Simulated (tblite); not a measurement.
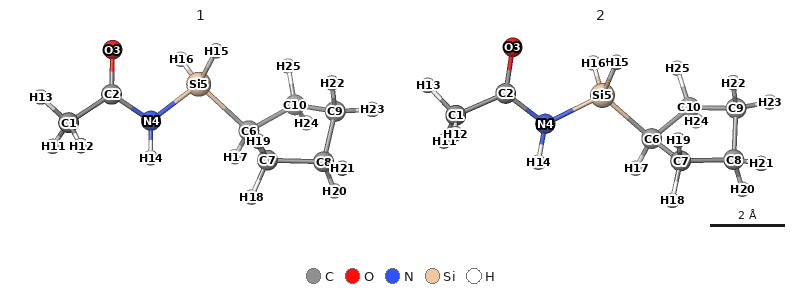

Two geometries of C$_{7}$H$_{15}$NOSi, drawn at one scale. One is the start of a relaxation, the other its converged end. Style: ball-and-stick. Shown at a tilt.

Computed with GFN2-xTB geometry optimisation, gas phase in tblite. 

Which geometry has the lower energy?

Structure 1 is the relaxed one. After 118 geometry steps the energy has fallen by 0.795 eV. H12 moves most after the best rigid fit: 0.77 Å. By element the largest moves are H 0.77 Å, Si 0.46 Å, C 0.46 Å, O 0.30 Å, N 0.18 Å. Among the contacts that change: O3–Si5 2.904 → 2.683 Å, C2–N4 1.420 → 1.347 Å, N4–H14 1.065 → 1.007 Å, C2–O3 1.268 → 1.215 Å. Bond angles that change, for instance: N4–Si5–C6 114.7° → 103.9°, H15–Si5–H16 105.6° → 114.1°, C8–C7–H18 105.9° → 112.1°. Groups turn about Si5–C6 by about 20°.
